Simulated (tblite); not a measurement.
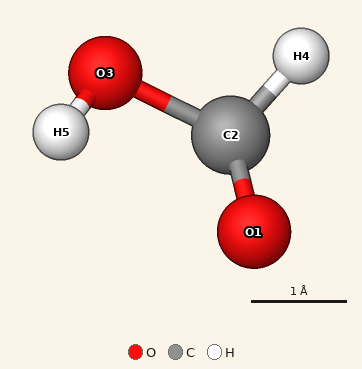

The structure (ball-and-stick view, seen at a tilt; atoms are numbered from 1 in the order of the input). Bond lengths as drawn: C–H 1.12 Å, C–O 1.29 to 1.48 Å and H–O 0.96 Å.

## Frequency calculation, with input and output: CH2O2 (charge −1)

System: CH2O2, charge −1, multiplicity 2, SMILES [O-][CH]O.
Method: GFN2-xTB harmonic vibrations, gas phase (tblite 0.8.0).

The program's output:
```
mode    cm-1     km/mol
  1     330.0    132.91
  2     476.0     23.94
  3     810.4    146.16
  4     873.1    154.01
  5    1094.3      6.03
  6    1259.5     50.49
  7    1435.3    302.18
  8    2511.9    498.19
  9    3555.6      9.30
ZPE 73.846  H(298)-E 85.880  G(298)-E 7.664 kJ/mol  S 262.34 J/(mol K)
```

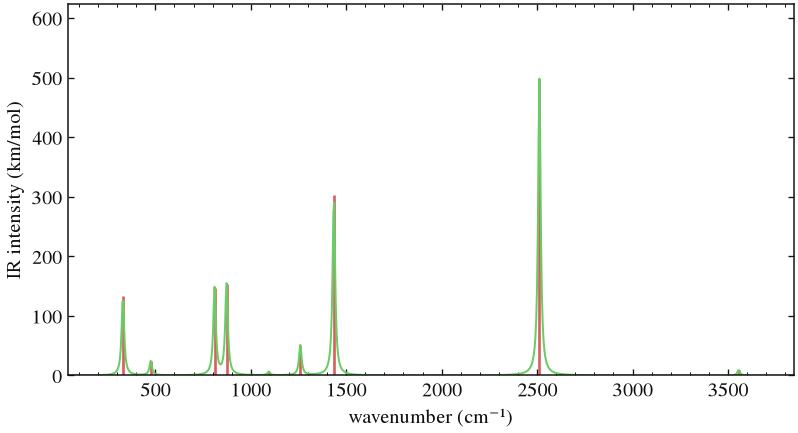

Harmonic infrared spectrum, unscaled: sticks (degenerate modes added up, dark ones marked on the axis) with a Lorentzian envelope of 16 cm⁻¹ full width, scaled to the tallest stick. 9 modes from 330 to 3556 cm⁻¹, none imaginary. The strongest line is at 2512 cm⁻¹ (498 km/mol). All modes, in cm⁻¹ (km/mol): 330 (133), 476 (24), 810 (146), 873 (154), 1094 (6.0), 1260 (50), 1435 (302), 2512 (498), 3556 (9.3).

The run was set up as follows.

Input file:
```
{"job": {"kind": "ir", "xc": "GFN2-xTB", "basis": "xTB"}, "charge": -1, "multiplicity": 2}
O     -0.672191     1.195078     0.053531
C     -0.464028    -0.036243    -0.275747
O      0.909556    -0.556014    -0.073713
H     -1.146926    -0.835506     0.102615
H      1.407748     0.244320     0.123912
```

The first line tells a small driver script what to run in tblite; the rest is the geometry in Å.

Run as:
```bash
OMP_NUM_THREADS=1 python <driver script> task.json out
```

Results in brief:

| quantity | value |
| --- | --- |
| outcome | converged |
| total energy | −310.1422 eV |
| zero-point energy | 17.6500 kcal/mol |
| hardware | 1 CPU thread, shared host |
| peak memory | 0.43 GiB |
